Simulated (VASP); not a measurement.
```
C
1.0
    0.00000     1.79302     1.79302
    1.79302     0.00000     1.79302
    1.79302     1.79302     0.00000
C
2
Direct
  0.00000   0.00000   0.00000
  0.25000   0.25000   0.25000
```

Computed with revPBE GGA, VASP's PBE PAW potentials (set 64) (plane waves; VASP 6.6.1). Run with 520 eV cut-off, 14×14×14 Γ-centred mesh, tetrahedra with Blöchl corrections, potentials C.

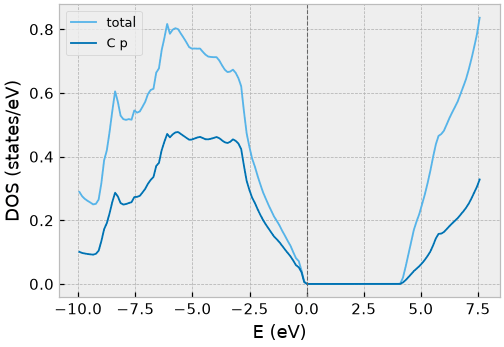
Fig. 1. Total and projected density of states, zero at the valence-band maximum

Within 2 eV below the valence-band maximum the largest weight inside VASP's projection spheres is C p.

It has a band gap.

The compound is C in the diamond structure. It was relaxed first.
